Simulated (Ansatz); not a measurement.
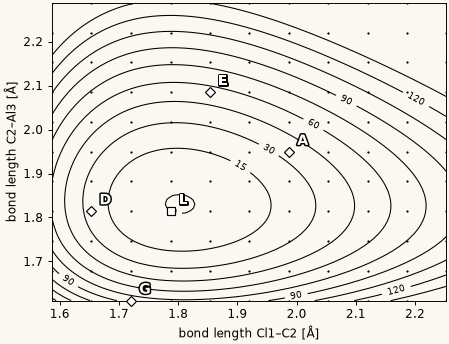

CH2AlCl2, SMILES Cl[CH-][AlH][Cl], charge −1. The first coordinate is: bond length Cl1–C2; the second: bond length C2–Al3. Nothing is relaxed (all other coordinates rigid). The scan uses an 11 × 11 grid. Points are written as (first, second). All energies are given in kJ/mol relative to the lowest grid point. The calculation used RKS PBE0-D4/def2-SVPD in Ansatz.

Drawn: contour lines labelled in kJ/mol (none above 135), dots at the grid points, lettered points. Between grid points the surface is interpolated.

Question: Is A the lowest point of the computed grid?

Answer: No. A lies 35 kJ/mol above the lowest grid point, which is at (1.787 Å, 1.814 Å).

Question: Rank the lettered points by energy, lowest first.

Answer: L (0 kJ/mol), D (25 kJ/mol), A (35 kJ/mol), E (55 kJ/mol), G (85 kJ/mol).
